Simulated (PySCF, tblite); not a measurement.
**C6H14Si3: geometry, infrared bands and NMR shifts**

Aim: predict the infrared bands and NMR shifts of C6H14Si3 (`C=C(C)[Si]([SiH3])([SiH3])C#CC`).

The runs use tblite 0.8.0 and PySCF 2.14.0, with density-fitted response routines of our own; the level of theory stands in each step. All values are computed, except where a source is named. Atoms count from 0, in the outputs and in this text.

### 1 Starting geometry

23 atoms, charge 0, multiplicity 1; geometry from: force field or distance geometry start.

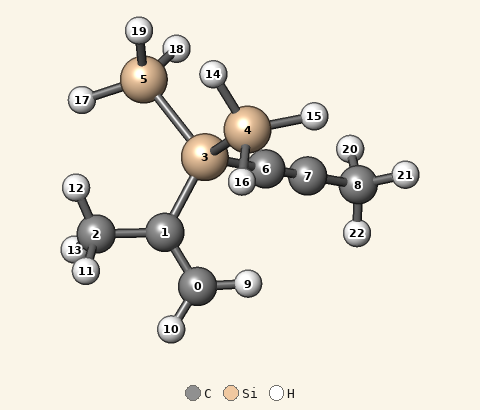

The starting geometry (carbon grey, silicon light orange, hydrogen white), atoms numbered.

### 2 Relaxing the molecule with GFN2-xTB

The job: settings as JSON, then the geometry in Å.

```
{"job": {"kind": "relax", "xc": "GFN2-xTB", "basis": "xTB"}, "charge": 0, "multiplicity": 1}
C     -1.672000    -1.754500     0.092300
C     -1.580700    -0.464800    -0.260200
C     -2.669000     0.149600    -1.013200
Si    -0.120600     0.526500     0.190600
Si    -0.345200     1.063100     2.371800
Si     0.145200     2.381400    -0.972200
C      1.359700    -0.499900    -0.084900
C      2.369000    -1.178500    -0.247600
C      3.576100    -2.000000    -0.430500
H     -0.859900    -2.175100     0.657300
H     -2.564100    -2.286900    -0.200500
H     -3.623000    -0.285200    -0.587300
H     -2.690900     1.263300    -0.908100
H     -2.594000    -0.143300    -2.088600
H     -0.607100     2.514300     2.497500
H      0.897700     0.657800     3.030100
H     -1.476000     0.339700     2.966900
H     -0.692700     2.461200    -2.161700
H      1.553200     2.430800    -1.402900
H     -0.037400     3.552600    -0.088400
H      4.245400    -1.418400    -1.078600
H      4.099300    -2.143100     0.553000
H      3.282200    -2.963800    -0.824800
```

Run with:

```console
> OMP_NUM_THREADS=1 python probes_run.py task.json out
```

One launch serves the whole session: the jobs run in the order shown.

The program printed:

```text
step      E/eV     max force
  0    -680.92722    2.817
  1    -681.04778    5.254
  2    -681.17751    2.029
  3    -681.24086    1.418
  4    -681.28880    0.570
  5    -681.35388    0.795
  6    -681.39875    0.923
  7    -681.43155    0.489
  8    -681.45389    0.365
  9    -681.47626    0.378
 10    -681.49416    0.429
 11    -681.50656    0.267
 12    -681.51369    0.199
 13    -681.51799    0.182
 14    -681.52102    0.123
 15    -681.52293    0.087
 16    -681.52416    0.067
 17    -681.52528    0.093
 18    -681.52647    0.090
 19    -681.52774    0.095
 20    -681.52898    0.087
 21    -681.53013    0.085
 22    -681.53116    0.080
 23    -681.53212    0.073
 24    -681.53304    0.077
 25    -681.53392    0.065
 26    -681.53474    0.067
 27    -681.53555    0.063
 28    -681.53650    0.098
 29    -681.53780    0.122
 30    -681.53953    0.117
 31    -681.54148    0.097
 32    -681.54324    0.089
 33    -681.54484    0.116
 34    -681.54659    0.141
 35    -681.54892    0.153
 36    -681.55183    0.174
 37    -681.55467    0.112
 38    -681.55679    0.110
 39    -681.55850    0.109
 40    -681.56020    0.151
 41    -681.56093    0.138
 42    -681.56205    0.074
 43    -681.56241    0.043
 44    -681.56280    0.041
 45    -681.56310    0.050
 46    -681.56365    0.061
 47    -681.56410    0.047
 48    -681.56453    0.040
 49    -681.56499    0.049
 50    -681.56563    0.073
 51    -681.56627    0.083
 52    -681.56671    0.060
 53    -681.56705    0.039
 54    -681.56745    0.062
 55    -681.56802    0.084
 56    -681.56869    0.105
 57    -681.56923    0.083
 58    -681.56964    0.064
 59    -681.57003    0.082
 60    -681.57073    0.079
 61    -681.57139    0.083
 62    -681.57215    0.063
 63    -681.57283    0.062
 64    -681.57366    0.060
 65    -681.57471    0.093
 66    -681.57579    0.100
 67    -681.57661    0.061
 68    -681.57683    0.121
 69    -681.57752    0.073
 70    -681.57802    0.048
 71    -681.57893    0.039
 72    -681.57935    0.038
 73    -681.57979    0.044
 74    -681.58011    0.036
 75    -681.58037    0.025
 76    -681.58054    0.029
 77    -681.58066    0.031
 78    -681.58075    0.030
 79    -681.58086    0.026
 80    -681.58104    0.026
 81    -681.58120    0.029
 82    -681.58140    0.030
 83    -681.58162    0.031
 84    -681.58187    0.040
 85    -681.58214    0.039
 86    -681.58236    0.031
 87    -681.58254    0.028
 88    -681.58264    0.035
 89    -681.58282    0.033
 90    -681.58304    0.036
 91    -681.58360    0.032
 92    -681.58399    0.040
 93    -681.58480    0.053
 94    -681.58571    0.066
 95    -681.58528    0.211
 96    -681.58691    0.077
 97    -681.58748    0.061
 98    -681.58796    0.042
 99    -681.58892    0.046
100    -681.58932    0.047
101    -681.59119    0.068
102    -681.59277    0.070
103    -681.59431    0.076
104    -681.59478    0.084
105    -681.59544    0.071
106    -681.59611    0.083
107    -681.59654    0.187
108    -681.59728    0.057
109    -681.59818    0.114
110    -681.59944    0.163
111    -681.60041    0.092
112    -681.60115    0.069
113    -681.60210    0.086
114    -681.60273    0.067
115    -681.60341    0.063
116    -681.60393    0.045
117    -681.60435    0.039
118    -681.60476    0.052
119    -681.60521    0.046
120    -681.60576    0.054
121    -681.60639    0.056
122    -681.60684    0.078
123    -681.60743    0.053
124    -681.60800    0.041
125    -681.60888    0.041
126    -681.60935    0.058
127    -681.61019    0.070
128    -681.61083    0.063
129    -681.61157    0.059
130    -681.61235    0.067
131    -681.61310    0.078
132    -681.61367    0.053
133    -681.61423    0.046
134    -681.61477    0.042
135    -681.61526    0.045
136    -681.61591    0.050
137    -681.61649    0.057
138    -681.61704    0.044
139    -681.61753    0.040
140    -681.61791    0.040
141    -681.61809    0.029
142    -681.61823    0.061
143    -681.61835    0.038
144    -681.61859    0.038
145    -681.61879    0.034
146    -681.61902    0.039
147    -681.61915    0.034
148    -681.61925    0.019
149    -681.61934    0.024
150    -681.61944    0.027
151    -681.61955    0.028
152    -681.61965    0.025
153    -681.61975    0.021
154    -681.61986    0.025
155    -681.61996    0.026
156    -681.62007    0.020
157    -681.62015    0.017
158    -681.62022    0.014
159    -681.62026    0.013
160    -681.62030    0.014
161    -681.62034    0.016
162    -681.62038    0.017
163    -681.62044    0.016
164    -681.62052    0.016
165    -681.62060    0.025
166    -681.62069    0.029
167    -681.62077    0.023
168    -681.62083    0.013
169    -681.62087    0.010
170    -681.62090    0.011
171    -681.62093    0.013
172    -681.62095    0.011
173    -681.62098    0.009
```

Wall time 3.8 s (1 thread of Arm Neoverse N1, shared host); peak memory 0.18 GiB.

Relaxation path: (not every step is listed)

```tsv
step	energy from step 0 (eV)	largest force (eV/Å)
0	0.0000	2.8166
1	-0.1206	5.2542
2	-0.2503	2.0285
3	-0.3136	1.4182
4	-0.3616	0.5701
5	-0.4267	0.7949
6	-0.4715	0.9234
7	-0.5043	0.4891
8	-0.5267	0.3655
24	-0.6058	0.0772
40	-0.6330	0.1514
56	-0.6415	0.1054
72	-0.6521	0.0385
88	-0.6554	0.0352
104	-0.6676	0.0838
120	-0.6785	0.0544
136	-0.6887	0.0496
152	-0.6924	0.0255
168	-0.6936	0.0132
169	-0.6936	0.0102
170	-0.6937	0.0112
171	-0.6937	0.0127
172	-0.6937	0.0106
173	-0.6938	0.0088
```

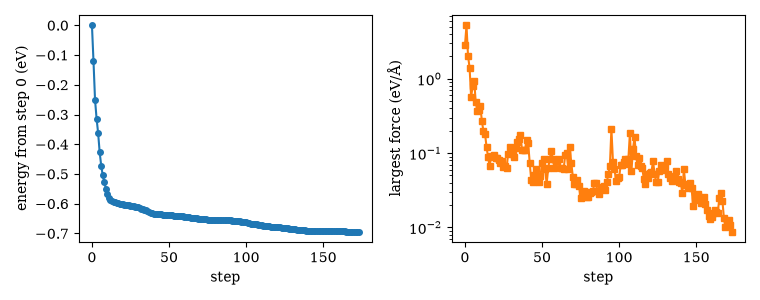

Energy and force, step by step.

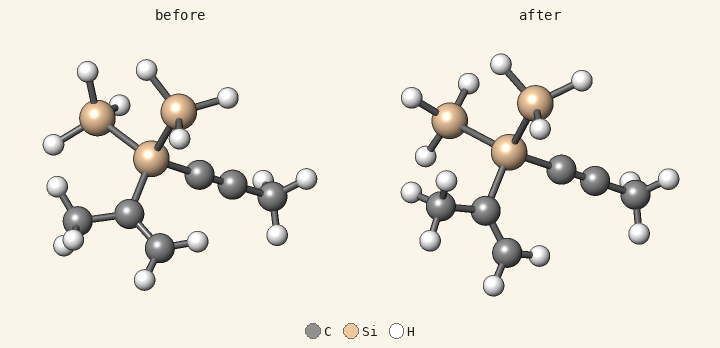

The geometry before (left) and after (right).

Distances of close pairs at the start and the end, largest changes first:

```tsv
bond	before (Å)	after (Å)	change (Å)
Si3–Si5	2.205	2.333	+0.127
C1–Si3	1.821	1.905	+0.084
Si3–Si4	2.257	2.334	+0.076
C2–H11	1.132	1.089	-0.043
C1–C2	1.459	1.499	+0.040
C8–H21	1.123	1.090	-0.033
Si3–C6	1.822	1.855	+0.033
C2–H12	1.119	1.091	-0.028
```

The next job starts from the end point, and lists it.

### 3 Harmonic vibrations with GFN2-xTB

The job: settings as JSON, then the geometry in Å.

```
{"job": {"kind": "ir", "xc": "GFN2-xTB", "basis": "xTB"}, "charge": 0, "multiplicity": 1}
C     -1.461331    -1.753633    -0.635657
C     -1.541682    -0.465908    -0.335747
C     -2.848669     0.266545    -0.380456
Si    -0.037914     0.579292     0.189603
Si    -0.315531     1.173278     2.429180
Si     0.208037     2.322761    -1.340339
C      1.424650    -0.550880     0.035083
C      2.381317    -1.276359    -0.079537
C      3.521049    -2.157368    -0.217847
H     -0.522695    -2.280316    -0.600568
H     -2.324263    -2.336091    -0.926774
H     -3.666449    -0.395618    -0.660928
H     -3.071715     0.702271     0.594434
H     -2.800272     1.082635    -1.102760
H     -0.691036     2.588767     2.537722
H      0.900754     1.002028     3.225336
H     -1.373288     0.416641     3.107195
H      0.021881     1.930616    -2.740173
H      1.525869     2.954937    -1.244500
H     -0.778532     3.379923    -1.081200
H      4.262142    -1.709657    -0.880360
H      3.978222    -2.334116     0.755928
H      3.204700    -3.112765    -0.637555
```

The program printed:

```text
mode    cm-1     km/mol
  1      -5.2      0.02
  2      20.1      0.01
  3      37.3      0.02
  4      43.7      0.03
  5      54.0      0.13
  6      55.9      0.25
  7      87.1      0.77
  8      89.2      0.92
  9     100.6      2.78
 10     145.8      0.47
 11     197.5     33.50
 12     207.2     15.75
 13     265.3      7.38
 14     314.8      3.67
 15     316.1      5.25
 16     321.2      3.71
 17     378.4     34.29
 18     391.0     31.52
 19     400.5      5.50
 20     410.8      5.19
 21     424.5     41.06
 22     446.7      7.64
 23     504.5     43.41
 24     582.5     39.25
 25     643.9     15.94
 26     681.1     34.37
 27     762.8   1070.57
 28     794.5    274.46
 29     812.1     70.15
 30     815.3     63.42
 31     822.2    216.17
 32     826.5    253.61
 33     904.8     22.14
 34     964.8      6.71
 35    1008.8      6.58
 36    1015.9      4.95
 37    1016.7      6.86
 38    1040.2      0.05
 39    1092.3      0.05
 40    1207.3      3.21
 41    1384.3      0.97
 42    1401.4      4.36
 43    1423.1      1.29
 44    1453.5      5.63
 45    1453.7      5.76
 46    1488.3      5.98
 47    1491.6      0.74
 48    1683.9      4.94
 49    2195.0    107.60
 50    2207.5    524.73
 51    2219.8    209.86
 52    2229.5    296.02
 53    2236.8    262.70
 54    2246.3    377.36
 55    2308.6    179.57
 56    2981.9     33.13
 57    2995.4     29.31
 58    2996.5     21.74
 59    2997.6     18.93
 60    3005.4     32.46
 61    3015.4     36.27
 62    3052.4     77.78
 63    3113.7     30.00
```

Run time: 2.6 s. Hardware: 1 thread of Arm Neoverse N1, shared host; peak memory 0.18 GiB.

Which atoms move in the most intense modes:

```tsv
cm⁻¹	km/mol	atoms
763	1070.6	H14 16 %, H19 16 %, H18 15 %, H17 15 %
794	274.5	H17 18 %, H16 17 %, H18 16 %, H15 15 %
822	216.2	H19 34 %, H15 20 %, H18 13 %, H17 12 %
826	253.6	H17 32 %, H16 23 %, H19 14 %, H18 10 %
2208	524.7	H14 69 %, H19 26 %
2230	296.0	H17 90 %
2237	262.7	H18 88 %
2246	377.4	H15 93 %
```

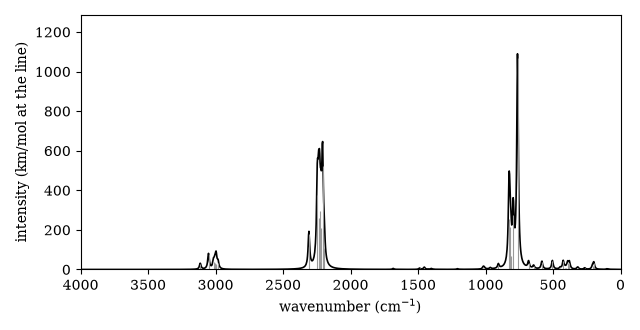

The infrared spectrum from these modes, unscaled. Lines are broadened to a width of 14 cm⁻¹ (Lorentzian).

### 4 Nuclear shieldings: PBE0/pcSseg-1

Settings changed since step 3:

```diff
@@ -1,2 +1,2 @@
-{"job": {"kind": "ir", "xc": "GFN2-xTB", "basis": "xTB"}, "charge": 0, "multiplicity": 1}
+{"job": {"kind": "nmr", "xc": "PBE0", "basis": "pcSseg-1"}, "charge": 0, "multiplicity": 1}
 C     -1.461331    -1.753633    -0.635657
```

Method: GIAO PBE0/pcSseg-1 NMR shielding, non-relativistic, gas phase.

The program printed:

```text
coarse grid: 20072 points
cycle   1  E = -1104.6224457096  dE =  6.120e-01  |g| = 5.034e-01  |ddm| = 4.515e+00
cycle   2  E = -1104.6024999774  dE =  1.995e-02  |g| = 5.647e-01  |ddm| = 1.365e+00
cycle   3  E = -1104.6885907680  dE = -8.609e-02  |g| = 1.200e-01  |ddm| = 8.040e-01
cycle   4  E = -1104.6913424239  dE = -2.752e-03  |g| = 6.101e-02  |ddm| = 1.353e-01
cycle   5  E = -1104.6922605026  dE = -9.181e-04  |g| = 1.276e-02  |ddm| = 6.299e-02
cycle   6  E = -1104.6923038041  dE = -4.330e-05  |g| = 4.317e-03  |ddm| = 1.992e-02
cycle   7  E = -1104.6923079213  dE = -4.117e-06  |g| = 1.556e-03  |ddm| = 4.656e-03
final grid: 178240 points
cycle   8  E = -1104.7451415458  dE = -3.254e-05  |g| = 8.071e-03  |ddm| = 4.235e-02
cycle   9  E = -1104.7451312433  dE =  1.030e-05  |g| = 1.014e-02  |ddm| = 1.912e-02
cycle  10  E = -1104.7451581907  dE = -2.695e-05  |g| = 1.824e-03  |ddm| = 1.103e-02
cycle  11  E = -1104.7451590181  dE = -8.274e-07  |g| = 2.666e-04  |ddm| = 1.783e-03
cycle  12  E = -1104.7451590351  dE = -1.693e-08  |g| = 8.188e-05  |ddm| = 4.200e-04
cycle  13  E = -1104.7451590370  dE = -1.893e-09  |g| = 1.883e-05  |ddm| = 1.360e-04
cycle  14  E = -1104.7451590371  dE = -8.822e-11  |g| = 6.192e-06  |ddm| = 2.273e-05
converged SCF energy = -1104.7451590371

GIAO shielding tensors (ppm)
atom      isotropic    diamagn.    paramagn.     s11        s22        s33       span
  0 C       52.307     255.147    -202.840    -58.003     67.518    147.405    205.408
  1 C       36.750     265.946    -229.196    -77.659     17.430    170.477    248.136
  2 C      159.623     247.776     -88.153    145.858    148.019    184.991     39.133
  3 Si     420.256     885.917    -465.662    388.097    416.159    456.511     68.414
  4 Si     457.271     881.455    -424.184    433.251    456.108    482.454     49.204
  5 Si     458.513     881.484    -422.972    436.275    458.877    480.387     44.112
  6 C      104.280     263.697    -159.418     17.572     23.946    271.320    253.748
  7 C       68.124     277.207    -209.083    -25.337    -22.510    252.220    277.557
  8 C      180.452     252.865     -72.413    171.766    172.180    197.410     25.645
  9 H       25.701      35.461      -9.760     23.086     24.173     29.845      6.760
 10 H       25.597      31.896      -6.299     22.672     24.931     29.190      6.518
 11 H       29.672      29.540       0.132     25.821     27.725     35.471      9.649
 12 H       29.874      30.088      -0.214     25.324     30.053     34.245      8.921
 13 H       29.870      30.120      -0.251     25.095     30.143     34.371      9.276
 14 H       28.164      29.797      -1.634     24.666     26.286     33.539      8.872
 15 H       28.102      29.883      -1.781     24.381     26.423     33.503      9.122
 16 H       28.200      30.122      -1.923     24.601     26.672     33.326      8.725
 17 H       28.160      30.208      -2.048     24.993     26.071     33.416      8.424
 18 H       28.189      29.841      -1.652     24.759     26.139     33.670      8.910
 19 H       28.165      30.026      -1.861     24.760     26.291     33.445      8.685
 20 H       29.583      28.053       1.530     24.350     27.987     36.414     12.064
 21 H       29.572      28.098       1.474     24.364     27.947     36.405     12.041
 22 H       29.539      29.742      -0.203     24.183     28.149     36.285     12.101
```

Wall time 1.8 min (1 thread of Arm Neoverse N1, shared host); peak memory 1.1 GiB.

Shifts follow as δ = σ(reference) − σ, with reference shieldings (ppm) from runs at the same level and on the same kind of geometry: 1H TMS 31.72, 13C TMS 186.9, 29Si TMS 349.2. The references are single molecules in the gas phase. Atoms listed in one row are averaged.

```tsv
atoms	environment	σ (ppm)	δ (ppm)	δ scaled to CDCl3
C1	fully substituted alkene carbon	36.7	150.2	144.7
C0	terminal =CH2 carbon	52.3	134.6	129.5
C7	alkyne carbon	68.1	118.8	114.0
C6	alkyne carbon	104.3	82.6	78.7
C2	allylic methyl carbon	159.6	27.3	24.7
C8	propargylic methyl carbon	180.5	6.5	4.4
H10	hydrogen on a terminal =CH2 carbon	25.60	6.12	5.87
H9	hydrogen on a terminal =CH2 carbon	25.70	6.02	5.78
H14, H15, H16, H17, H18, H19	hydrogen on a silicon bonded to Si	28.16	3.55	–
H20, H21, H22	hydrogen on a propargylic methyl carbon	29.56	2.15	2.13
H11, H12, H13	hydrogen on an allylic methyl carbon	29.81	1.91	1.91
Si3	silicon bonded to 2 C, 2 Si	420.3	-71.1	–
Si4, Si5	silicon bonded to Si, 3 H	457.9	-108.7	–
```

The scaled column applies a straight-line fit of computed shieldings to shifts measured in CDCl3 (root-mean-square error 0.16 ppm for H, 1.9 ppm for C).

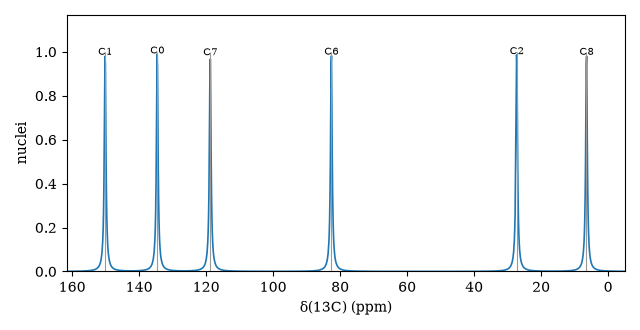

13C lines at the computed shifts, without couplings. Lines are broadened to a width of 0.57 ppm (Lorentzian).

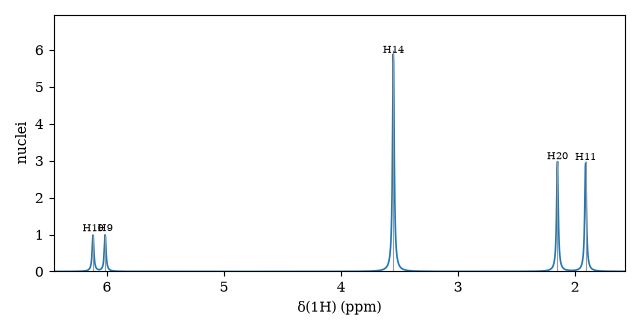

1H lines at the computed shifts, without couplings. Lines are broadened to a width of 0.02 ppm (Lorentzian).

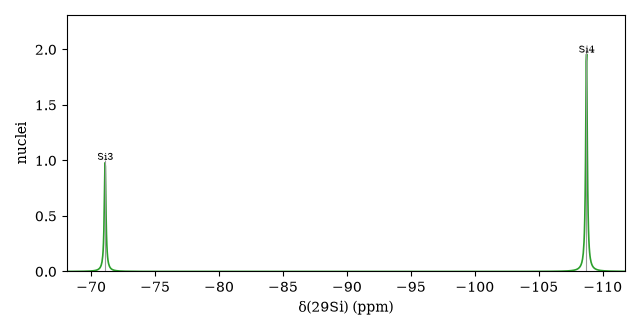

29Si lines at the computed shifts, without couplings. Lines are broadened to a width of 0.15 ppm (Lorentzian).

Charges from the same density, by scheme (e):

```tsv
atoms	Mulliken	IAO	Hirshfeld	ESP fit
C0	-0.08	-0.30	-0.10	-0.51
C1	-0.61	-0.22	-0.08	0.14
C2	-0.18	-0.42	-0.12	-0.49
Si3	0.38	0.48	0.22	0.35
Si4, Si5	0.24	0.29	0.21	0.22
C6	-0.38	-0.36	-0.18	-0.61
C7	-0.19	0.00	-0.02	0.35
C8	-0.16	-0.44	-0.09	-0.58
```

Mulliken charges:

C0 -0.08; C1 -0.61; C2 -0.18; Si3 0.38; Si4 0.24; Si5 0.25; C6 -0.38; C7 -0.19; C8 -0.16; H9 0.12; H10 0.10; H11 0.12; H12 0.13; H13 0.14; H14 -0.07; H15 -0.05; H16 -0.05; H17 -0.05; H18 -0.05; H19 -0.07; H20 0.15; H21 0.15; H22 0.15

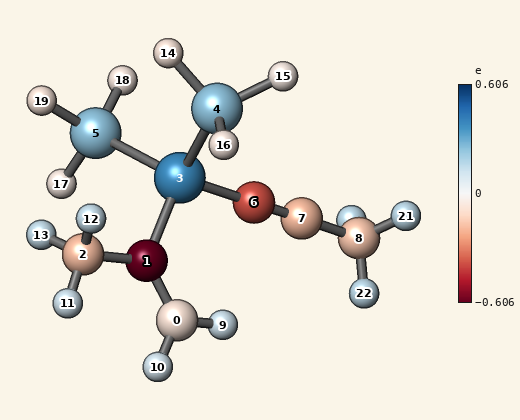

Mulliken charges, as colours on the atoms.

Mayer bond orders: C0–C1 2.00, C1–C2 1.04, C1–Si3 0.82, Si3–Si4 0.87, Si3–Si5 0.90, Si3–C6 0.96, C6–C7 2.60, C7–C8 1.18.

### 5 Results

| quantity | value |
| --- | --- |
| strongest single infrared mode (GFN2-xTB) | 763 cm⁻¹, 1071 km/mol |
| zero-point energy (GFN2-xTB) | 102.6 kcal/mol |
| 13C shifts against TMS (PBE0/pcSseg-1) | 150.2, 134.6, 118.8, 82.6, 27.3, 6.5 ppm |
| 1H shifts against TMS (PBE0/pcSseg-1, means over atoms taken as alike) | 6.12, 6.02, 3.55, 2.15, 1.91 ppm |
| 29Si shifts against TMS (PBE0/pcSseg-1, means over atoms taken as alike) | -71.1, -108.7 ppm |

In words: Relaxing lowered the energy by 0.694 eV in 173 steps; the close pair that moved most is Si3–Si5, from 2.205 to 2.333 Å. The lowest mode is slightly imaginary (5i cm⁻¹), a soft motion within the noise of the Hessian, so the minimum is not strictly shown. The strongest single mode, at 763 cm⁻¹, has its largest shares on H14, H19, H18 and H17 (the list is cut at 4 atoms). GFN2-xTB is a fitted tight-binding method: band positions and strengths are rough. Its intensities can rank the bands wrongly. C1 (fully substituted alkene carbon) lies farthest downfield among carbon, at 150.2 ppm; an sp2 carbon of a C=C bond. At PBE0/pcSseg-1: The largest span, 278 ppm, is at C7, where the paramagnetic term is -209 ppm.
